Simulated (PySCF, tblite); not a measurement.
**C6H14BNS: geometry, infrared bands and NMR shifts**

Wanted: the infrared bands and NMR shifts of C6H14BNS (`CC#[N+][BH2-]SCC(C)C`), by calculation.

Computed with tblite 0.8.0 and PySCF 2.14.0, with density-fitted response routines of our own, on a single molecule in the gas phase. Atoms are numbered from 0 throughout.

## Step 1: Starting geometry

23 atoms, charge 0, multiplicity 1; geometry from: force field or distance geometry start.

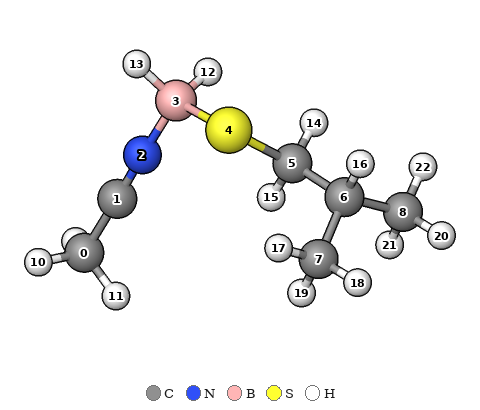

The starting geometry (carbon grey, nitrogen blue, boron pink, sulfur yellow, hydrogen white), atoms numbered.

## Step 2: Relaxing the molecule with GFN2-xTB

Job settings and geometry (Å):

```
{"job": {"kind": "relax", "xc": "GFN2-xTB", "basis": "xTB"}, "charge": 0, "multiplicity": 1}
C      3.592700     0.394300    -2.238500
C      2.972300    -0.169300    -1.045400
N      2.504700    -0.628300    -0.081800
B      1.870600    -1.194500     1.125200
S      0.456000    -0.077800     1.729200
C     -0.729000    -0.576500     0.414000
C     -2.034500     0.226500     0.518700
C     -1.816200     1.704700     0.161700
C     -3.101500    -0.394700    -0.385400
H      3.995900    -0.419200    -2.860300
H      4.395200     1.090400    -1.948000
H      2.810000     0.947100    -2.811500
H      1.458100    -2.294400     0.904700
H      2.694700    -1.278800     1.992200
H     -0.943600    -1.650200     0.546600
H     -0.273200    -0.423400    -0.575200
H     -2.403900     0.171300     1.573600
H     -1.100900     2.169400     0.853200
H     -2.781900     2.258600     0.241600
H     -1.432300     1.797900    -0.874400
H     -4.063000     0.177800    -0.288000
H     -2.780500    -0.366500    -1.447200
H     -3.294700    -1.437400    -0.080300
```

Launch:

```bash
$ OMP_NUM_THREADS=1 python probes_run.py task.json out
```

The driver reads the jobs from task.json and runs them one after another.

The log of the run:

```text
step      E/eV     max force
  0    -745.03735    1.262
  1    -745.10648    2.605
  2    -745.13489    2.246
  3    -745.18433    0.415
  4    -745.19497    0.282
  5    -745.20951    0.318
  6    -745.21871    0.279
  7    -745.22793    0.198
  8    -745.23277    0.164
  9    -745.23567    0.126
 10    -745.23788    0.112
 11    -745.24036    0.127
 12    -745.24249    0.119
 13    -745.24405    0.095
 14    -745.24522    0.098
 15    -745.24653    0.141
 16    -745.24832    0.166
 17    -745.25037    0.145
 18    -745.25213    0.097
 19    -745.25349    0.073
 20    -745.25470    0.077
 21    -745.25588    0.108
 22    -745.25726    0.113
 23    -745.25883    0.103
 24    -745.26047    0.083
 25    -745.26193    0.070
 26    -745.26306    0.102
 27    -745.26393    0.099
 28    -745.26476    0.067
 29    -745.26566    0.085
 30    -745.26654    0.084
 31    -745.26723    0.072
 32    -745.26771    0.057
 33    -745.26809    0.061
 34    -745.26841    0.062
 35    -745.26863    0.040
 36    -745.26873    0.024
 37    -745.26880    0.024
 38    -745.26888    0.027
 39    -745.26902    0.040
 40    -745.26922    0.048
 41    -745.26946    0.048
 42    -745.26975    0.045
 43    -745.27010    0.042
 44    -745.27049    0.057
 45    -745.27085    0.053
 46    -745.27111    0.040
 47    -745.27131    0.038
 48    -745.27151    0.037
 49    -745.27175    0.047
 50    -745.27200    0.043
 51    -745.27223    0.037
 52    -745.27245    0.032
 53    -745.27265    0.031
 54    -745.27282    0.033
 55    -745.27295    0.027
 56    -745.27307    0.022
 57    -745.27318    0.027
 58    -745.27328    0.025
 59    -745.27335    0.016
 60    -745.27339    0.016
 61    -745.27344    0.020
 62    -745.27350    0.023
 63    -745.27357    0.021
 64    -745.27365    0.021
 65    -745.27372    0.020
 66    -745.27378    0.017
 67    -745.27384    0.018
 68    -745.27390    0.019
 69    -745.27396    0.023
 70    -745.27401    0.018
 71    -745.27406    0.017
 72    -745.27411    0.014
 73    -745.27416    0.016
 74    -745.27420    0.017
 75    -745.27423    0.015
 76    -745.27427    0.010
 77    -745.27430    0.012
 78    -745.27433    0.015
 79    -745.27436    0.014
 80    -745.27439    0.010
 81    -745.27443    0.012
 82    -745.27446    0.014
 83    -745.27448    0.010
 84    -745.27449    0.007
```

Wall time 1.3 s (1 thread of Arm Neoverse N1, shared host); peak memory 0.18 GiB.

The steps of the relaxation: (not every step is listed)

```csv
step,energy from step 0 (eV),largest force (eV/Å)
0,0.0000,1.2625
1,-0.0691,2.6046
2,-0.0975,2.2457
3,-0.1470,0.4149
4,-0.1576,0.2821
5,-0.1722,0.3179
6,-0.1814,0.2794
7,-0.1906,0.1983
8,-0.1954,0.1638
15,-0.2092,0.1412
22,-0.2199,0.1132
29,-0.2283,0.0848
36,-0.2314,0.0244
43,-0.2328,0.0422
50,-0.2347,0.0433
57,-0.2358,0.0272
64,-0.2363,0.0208
71,-0.2367,0.0167
78,-0.2370,0.0147
79,-0.2370,0.0138
80,-0.2370,0.0102
81,-0.2371,0.0121
82,-0.2371,0.0136
83,-0.2371,0.0100
84,-0.2371,0.0071
```

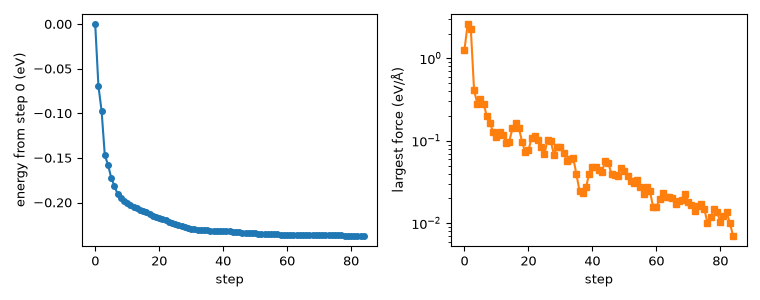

Energy and largest force along the relaxation.

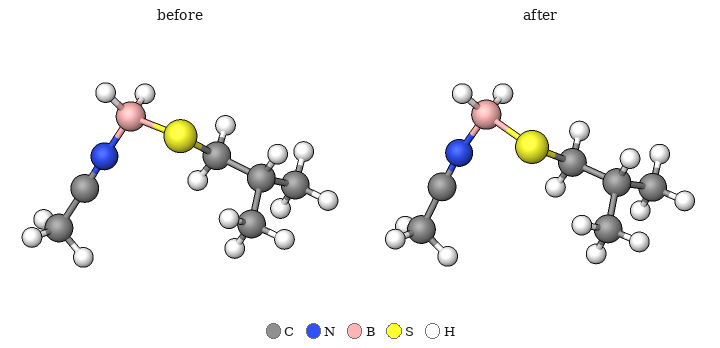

The geometry before (left) and after (right).

Distances of close pairs at the start and the end, largest changes first:

| bond | before (Å) | after (Å) | change (Å) |
| --- | --- | --- | --- |
| C8–H20 | 1.123 | 1.088 | -0.036 |
| C0–C1 | 1.458 | 1.428 | -0.030 |
| C7–H18 | 1.116 | 1.087 | -0.029 |
| C0–H11 | 1.116 | 1.091 | -0.026 |
| C6–H16 | 1.119 | 1.095 | -0.024 |
| C8–H21 | 1.110 | 1.089 | -0.021 |
| C7–H19 | 1.109 | 1.089 | -0.020 |
| B3–S4 | 1.901 | 1.919 | +0.019 |

The next job starts from the end point, and lists it.

## Step 3: Vibrational analysis with GFN2-xTB

Job settings and geometry (Å):

```
{"job": {"kind": "ir", "xc": "GFN2-xTB", "basis": "xTB"}, "charge": 0, "multiplicity": 1}
C      3.450147     0.424091    -2.121365
C      2.980199    -0.278785    -0.970803
N      2.587817    -0.824546    -0.035769
B      1.929147    -1.318185     1.188235
S      0.593014     0.027823     1.483521
C     -0.692386    -0.528571     0.301133
C     -1.990892     0.251536     0.477104
C     -1.803163     1.713409     0.084149
C     -3.102516    -0.391484    -0.350663
H      3.861217    -0.278210    -2.847093
H      4.226819     1.128638    -1.823275
H      2.626119     0.973978    -2.577466
H      1.442790    -2.373470     0.955643
H      2.720388    -1.287726     2.066347
H     -0.858376    -1.591267     0.484190
H     -0.301545    -0.398720    -0.711719
H     -2.266980     0.208003     1.535610
H     -0.989664     2.147939     0.659192
H     -2.710785     2.280165     0.277880
H     -1.565014     1.793344    -0.975472
H     -4.036764     0.147966    -0.211905
H     -2.848204    -0.372310    -1.409111
H     -3.256122    -1.426633    -0.053665
```

The log of the run:

```text
mode    cm-1     km/mol
  1     -36.8      0.01
  2      10.8      1.90
  3      24.6      2.86
  4      82.2      4.53
  5     105.1      5.73
  6     118.6      0.47
  7     177.3      1.39
  8     206.1      0.09
  9     223.0      1.97
 10     239.3      0.16
 11     283.3      3.17
 12     333.5      0.50
 13     335.9      0.49
 14     365.1     12.34
 15     399.6      1.81
 16     435.9      1.10
 17     571.3      4.95
 18     691.1      0.44
 19     730.0     10.13
 20     777.1      1.25
 21     851.4      2.30
 22     889.3      1.62
 23     912.7     10.32
 24     948.4      3.59
 25     975.1     78.46
 26     984.5      2.17
 27     988.9      1.92
 28     997.2      6.15
 29    1000.4     12.36
 30    1070.2     37.99
 31    1071.3    114.29
 32    1140.8      6.41
 33    1147.3     31.55
 34    1187.5     12.78
 35    1217.0      5.82
 36    1241.8     13.90
 37    1319.7      0.35
 38    1335.6      3.17
 39    1366.8     28.92
 40    1403.7      6.35
 41    1408.6     16.74
 42    1408.7     15.35
 43    1416.8      4.08
 44    1458.8      2.97
 45    1497.6      0.91
 46    1498.3      1.38
 47    1505.6      2.36
 48    1508.9      4.42
 49    2366.2     80.20
 50    2495.1    123.30
 51    2533.0    106.76
 52    2927.2     14.30
 53    2946.2     34.73
 54    2963.3     21.57
 55    2999.6      0.32
 56    3004.1      2.51
 57    3010.3      0.28
 58    3014.4      8.26
 59    3021.5     78.93
 60    3028.3     16.50
 61    3034.1     38.81
 62    3036.4     65.70
 63    3049.0     24.77
```

It took 1.8 s on 1 thread of Arm Neoverse N1, shared host; peak memory 0.18 GiB.

Which atoms move in the most intense modes:

```
cm⁻¹  km/mol                         atoms
 975    78.5   H12 42 %, H13 28 %, B3 15 %
1071   114.3     N2 24 %, C0 20 %, C1 11 %
2366    80.2              C1 59 %, N2 39 %
2495   123.3                      H12 91 %
2533   106.8                      H13 90 %
3022    78.9            H21 69 %, H19 17 %
3034    38.8            H22 42 %, H18 42 %
3036    65.7  H20 45 %, H18 36 %, H22 11 %
```

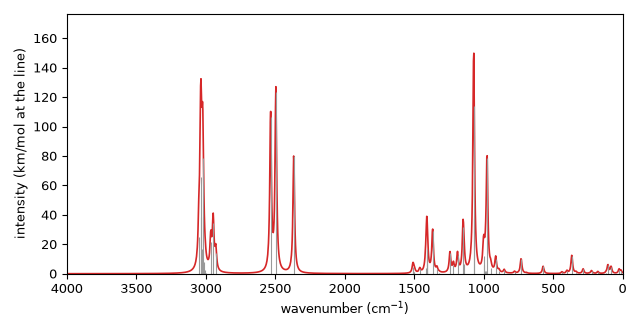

The infrared spectrum from these modes, unscaled. Lines are broadened to a width of 14 cm⁻¹ (Lorentzian).

## Step 4: Shielding tensors: PBE0/pcSseg-1

Same as in step 3 but for these lines:

```diff
@@ -1,2 +1,2 @@
-{"job": {"kind": "ir", "xc": "GFN2-xTB", "basis": "xTB"}, "charge": 0, "multiplicity": 1}
+{"job": {"kind": "nmr", "xc": "PBE0", "basis": "pcSseg-1"}, "charge": 0, "multiplicity": 1}
 C      3.450147     0.424091    -2.121365
```

Method: GIAO PBE0/pcSseg-1 NMR shielding, non-relativistic, gas phase.

The log of the run:

```text
coarse grid: 18968 points
cycle   1  E = -714.1210859472  dE =  9.527e-01  |g| = 5.515e-01  |ddm| = 4.121e+00
cycle   2  E = -713.9624717296  dE =  1.586e-01  |g| = 1.013e+00  |ddm| = 1.554e+00
cycle   3  E = -714.2094231072  dE = -2.470e-01  |g| = 2.023e-01  |ddm| = 9.004e-01
cycle   4  E = -714.2176883112  dE = -8.265e-03  |g| = 6.514e-02  |ddm| = 1.644e-01
cycle   5  E = -714.2185491537  dE = -8.608e-04  |g| = 1.574e-02  |ddm| = 5.824e-02
cycle   6  E = -714.2186176181  dE = -6.846e-05  |g| = 3.548e-03  |ddm| = 2.035e-02
cycle   7  E = -714.2186209005  dE = -3.282e-06  |g| = 9.128e-04  |ddm| = 5.260e-03
final grid: 176408 points
cycle   8  E = -714.2728996599  dE = -5.366e-05  |g| = 1.046e-02  |ddm| = 3.683e-02
cycle   9  E = -714.2728880662  dE =  1.159e-05  |g| = 1.246e-02  |ddm| = 2.100e-02
cycle  10  E = -714.2729277865  dE = -3.972e-05  |g| = 1.400e-03  |ddm| = 1.280e-02
cycle  11  E = -714.2729281972  dE = -4.107e-07  |g| = 5.384e-04  |ddm| = 1.434e-03
cycle  12  E = -714.2729282506  dE = -5.342e-08  |g| = 2.048e-04  |ddm| = 4.959e-04
cycle  13  E = -714.2729282602  dE = -9.575e-09  |g| = 4.637e-05  |ddm| = 1.914e-04
cycle  14  E = -714.2729282607  dE = -5.125e-10  |g| = 1.037e-05  |ddm| = 5.794e-05
converged SCF energy = -714.2729282607

GIAO shielding tensors (ppm)
atom      isotropic    diamagn.    paramagn.     s11        s22        s33       span
  0 C      184.382     249.399     -65.017    175.273    177.739    200.133     24.860
  1 C       63.739     273.757    -210.019    -22.013    -10.885    224.115    246.128
  2 N       33.033     333.316    -300.283   -142.349   -101.882    343.330    485.678
  3 B      128.515     193.050     -64.535    117.602    129.004    138.939     21.336
  4 S      531.916    1061.565    -529.649    426.335    510.629    658.784    232.449
  5 C      137.447     255.637    -118.190    103.574    143.424    165.344     61.770
  6 C      152.647     247.604     -94.957    141.198    152.499    164.242     23.044
  7 C      163.062     249.862     -86.800    147.507    156.477    185.202     37.695
  8 C      160.846     247.404     -86.558    142.815    151.560    188.162     45.348
  9 H       29.324      24.521       4.803     24.447     26.703     36.822     12.374
 10 H       29.221      25.025       4.196     24.451     26.855     36.358     11.907
 11 H       29.118      32.233      -3.115     23.678     28.393     35.283     11.605
 12 H       29.320      31.491      -2.171     25.708     29.271     32.981      7.273
 13 H       29.111      29.828      -0.716     24.587     28.946     33.802      9.215
 14 H       29.200      35.936      -6.736     23.333     30.547     33.719     10.386
 15 H       29.525      38.522      -8.998     24.259     31.511     32.805      8.545
 16 H       30.009      33.497      -3.489     26.173     29.256     34.597      8.423
 17 H       29.748      32.823      -3.075     23.642     30.951     34.650     11.008
 18 H       30.780      30.907      -0.127     26.492     27.990     37.859     11.367
 19 H       31.541      33.216      -1.675     28.542     29.493     36.588      8.045
 20 H       30.546      29.209       1.337     25.988     27.919     37.730     11.742
 21 H       31.111      31.225      -0.114     27.695     29.418     36.218      8.523
 22 H       30.547      30.348       0.199     26.051     28.359     37.231     11.180
```

It took 2.2 min on 1 thread of Arm Neoverse N1, shared host; peak memory 1.1 GiB.

The references, computed at this level on geometries of the same kind, shield at (ppm): ¹H TMS 31.72, ¹³C TMS 186.9, ¹⁵N NH3 267.7, ¹¹B BF3·OEt2 100.1, ³³S CS2 504. Their shielding less the atom's gives the shift. The references are single molecules in the gas phase, so shifts against H2O, NH3, PH3, H3PO4 or CFCl3 are not on the usual liquid scales and can be off by tens of ppm. Atoms listed in one row are averaged.

```csv
atoms,environment,σ (ppm),δ (ppm),δ scaled to CDCl3
C1,nitrilium-type carbon,63.7,123.2,118.3
C5,sp3 CH2 bonded to S,137.4,49.5,42.0
C6,sp3 CH,152.6,34.3,31.5
"C7, C8",methyl carbon,162.0,25.0,22.5
C0,methyl carbon α to a nitrile,184.4,2.5,0.6
"H12, H13","hydrogen on a boron bonded to N, S",29.22,2.50,–
"H9, H10, H11",hydrogen on a methyl carbon α to a nitrile,29.22,2.50,2.46
"H14, H15",hydrogen on an sp3 CH2 bonded to S,29.36,2.35,2.33
H16,hydrogen on an sp3 CH,30.01,1.71,1.72
"H17, H18, H19, H20, H21, H22",hydrogen on a methyl carbon,30.71,1.00,1.05
N2,donor nitrogen of a Lewis adduct,33.0,234.7,–
B3,"boron bonded to N, S, 2 H",128.5,-28.4,–
S4,"sulfur bonded to C, B",532,-28,–
```

The scaled column applies a straight-line fit of computed shieldings to shifts measured in CDCl3, with any fitted terms for Cl, Br or S neighbours (root-mean-square error 0.16 ppm for H, 1.9 ppm for C).

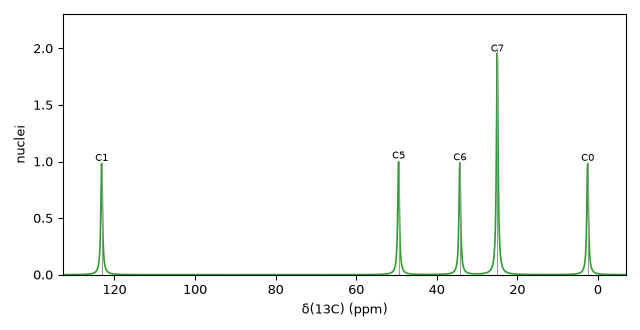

¹³C lines at the computed shifts, without couplings. Lines are broadened to a width of 0.48 ppm (Lorentzian).

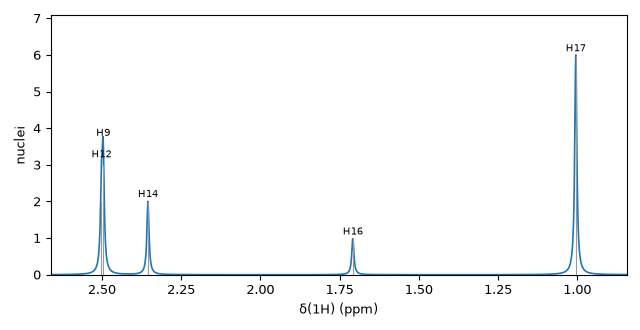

¹H lines at the computed shifts, without couplings. Lines are broadened to a width of 0.01 ppm (Lorentzian).

The run also stored atomic charges by several schemes (e):

| atoms | Mulliken | IAO | Hirshfeld | ESP fit |
| --- | --- | --- | --- | --- |
| C0 | -0.19 | -0.46 | -0.06 | -0.63 |
| C1 | 0.20 | 0.23 | 0.18 | 0.48 |
| N2 | -0.29 | 0.02 | -0.01 | -0.18 |
| B3 | 0.03 | -0.32 | -0.05 | -0.02 |
| S4 | -0.23 | -0.07 | -0.11 | -0.30 |
| C5 | -0.30 | -0.32 | -0.08 | -0.55 |
| C6 | -0.36 | -0.09 | -0.02 | 0.52 |
| C7, C8 | -0.21 | -0.42 | -0.12 | -0.52 |

IAO charges:

C0 -0.46; C1 0.23; N2 0.02; B3 -0.32; S4 -0.07; C5 -0.32; C6 -0.09; C7 -0.42; C8 -0.42; H9 0.20; H10 0.20; H11 0.20; H12 0.01; H13 0.02; H14 0.14; H15 0.11; H16 0.14; H17 0.15; H18 0.13; H19 0.12; H20 0.14; H21 0.13; H22 0.14

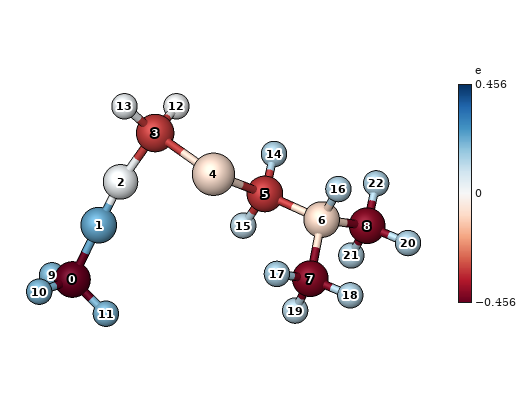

IAO charges, as colours on the atoms.

Mayer bond orders: C0–C1 1.06, C1–N2 2.60, N2–B3 0.71, B3–S4 0.86, S4–C5 1.01, C5–C6 1.00, C6–C7 1.03, C6–C8 1.04.

The fields below are evaluated on a grid from the run's orbitals.

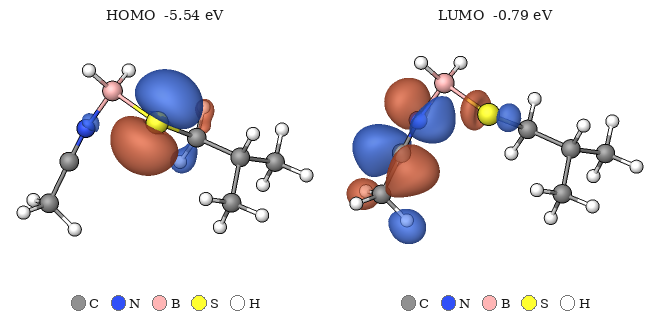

Frontier orbitals at PBE0/pcSseg-1; each surface holds 70 % of the orbital's density, blue and red mark the sign.

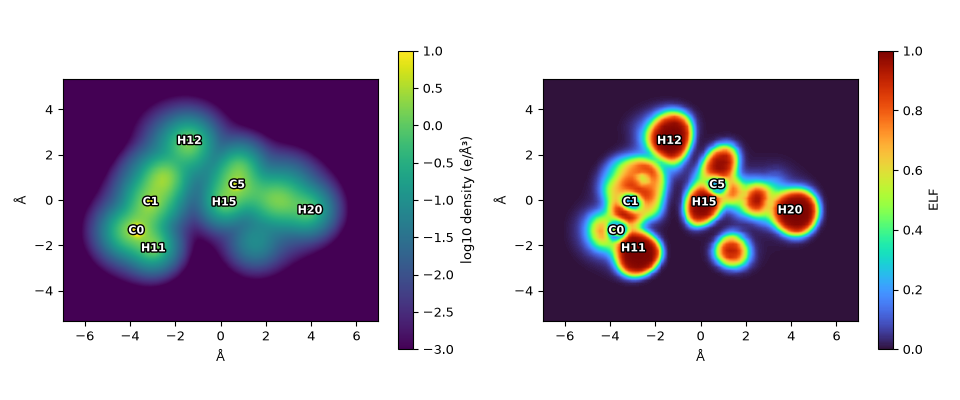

Density (left) and ELF (right) in a plane through or near 7 of the atoms.

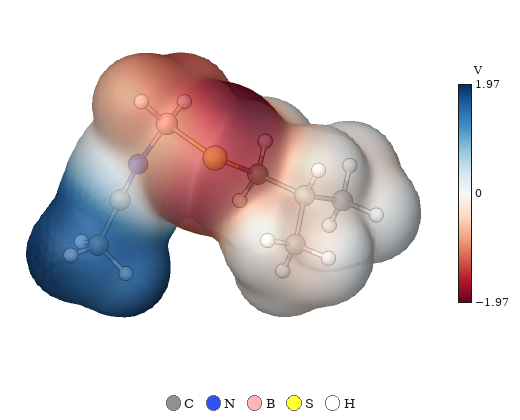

Electrostatic potential on the surface of density 0.002 e/bohr³; red is low, blue high. It runs from -1.82 V near S4 to 1.97 V near H9.

## Step 5: Results

```
                                                               quantity                             value
                              strongest single infrared mode (GFN2-xTB)             2495 cm⁻¹, 123 km/mol
                                           zero-point energy (GFN2-xTB)                    119.1 kcal/mol
¹³C shifts against TMS (PBE0/pcSseg-1, means over atoms taken as alike)  123.2, 49.5, 34.3, 25.0, 2.5 ppm
 ¹H shifts against TMS (PBE0/pcSseg-1, means over atoms taken as alike)  2.50, 2.50, 2.35, 1.71, 1.00 ppm
                                 ¹⁵N shifts against NH3 (PBE0/pcSseg-1)                         234.7 ppm
                            ¹¹B shifts against BF3·OEt2 (PBE0/pcSseg-1)                         -28.4 ppm
                                 ³³S shifts against CS2 (PBE0/pcSseg-1)                           -28 ppm
                                  surface potential, least and greatest                -1.82 V and 1.97 V
```

What this shows: Over 84 steps the energy fell by 0.237 eV; of the close pairs, C8–H20 changed most, 1.123 to 1.088 Å. The lowest mode is imaginary (37i cm⁻¹), so the xTB geometry is not a minimum. The strongest single mode, at 2495 cm⁻¹, moves mainly H12. GFN2-xTB is a fitted tight-binding method: band positions and strengths are rough. Its intensities can rank the bands wrongly. At PBE0/pcSseg-1: The widest tensor belongs to N2: span 486 ppm, with a paramagnetic part of -300 ppm. At PBE0/pcSseg-1, counted by nearest atom on the grid, the HOMO lies on S4 79 %, the LUMO on C1 38 %; N2 29 %.
